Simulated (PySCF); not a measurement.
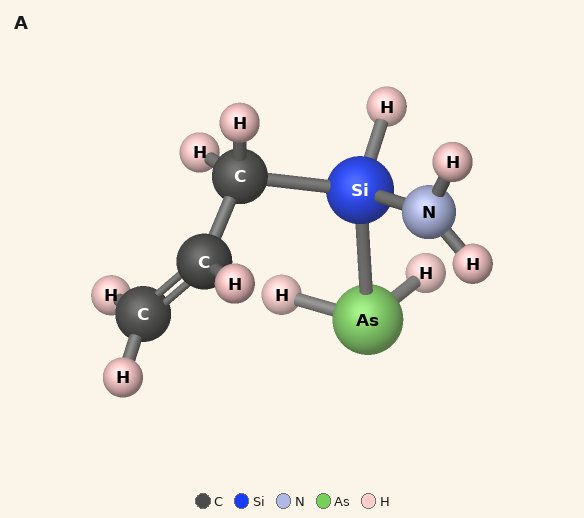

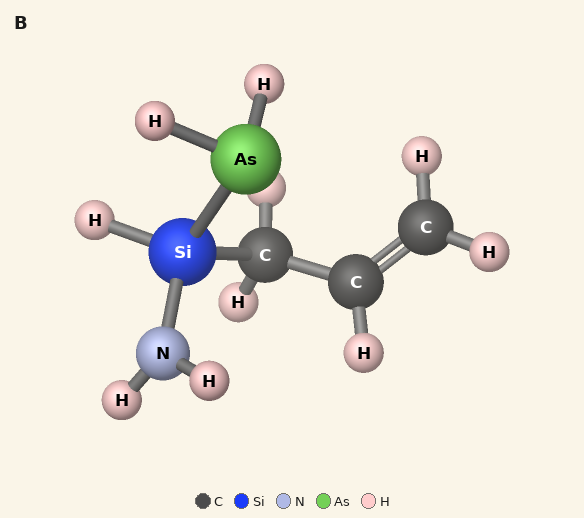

2 stationary structures of one formula. Geometries: PBE0-D3(BJ)/def2-SVP. Electronic energies: PBE0-D3(BJ)/def2-SVP (PySCF 2.14.0), without zero-point energy. No frequency run is at hand to confirm each as a minimum.

Which is lowest in energy, and by how much?

B is lowest; A lies 2.3 kJ/mol above it.
